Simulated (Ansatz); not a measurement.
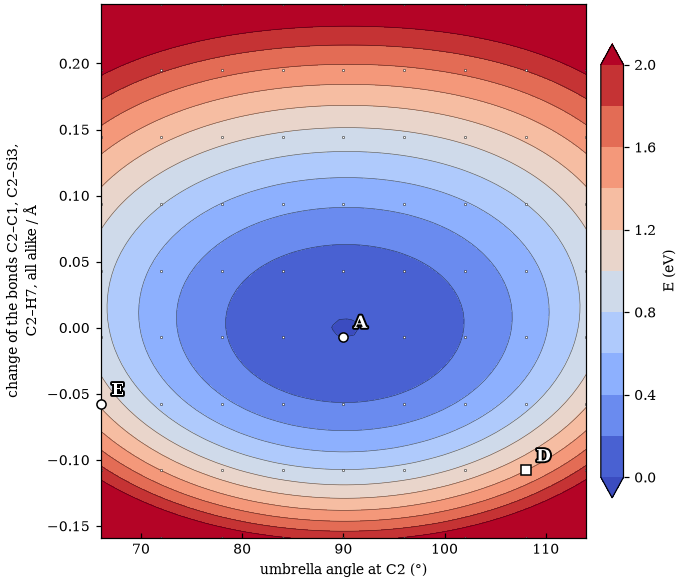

C₂H₅O₂Si, SMILES [CH]=C[SiH](O)O, spin multiplicity 2. The first coordinate is: umbrella angle at C2 (between each of its bonds and their common axis; 90 is planar); the second: change of the bonds C2–C1, C2–Si3, C2–H7, all alike. Nothing is relaxed (all other coordinates rigid). The grid has 9 × 9 points. Points are written as (first, second). All energies are given in eV relative to the lowest grid point. The calculation used Ansatz 0.2.0, UKS PBE-D4/def2-SVP.

The picture shows filled contours, dots at the grid points, one colour for all values above the top of the scale, lettered points. Between grid points the surface is interpolated.

**Is D the lowest point of the computed grid?**

No. D lies 1.40 eV above the lowest grid point, which is at (90°, −0.007 Å).

**What kind of point is each of A, D: minimum, saddle, maximum or slope?**

A: minimum; D: on a slope. (In these two coordinates alone; a stationary point may lie a little off the grid point.)

**Rank the lettered points by energy, lowest first.**

A (0.00 eV), E (1.18 eV), D (1.40 eV).
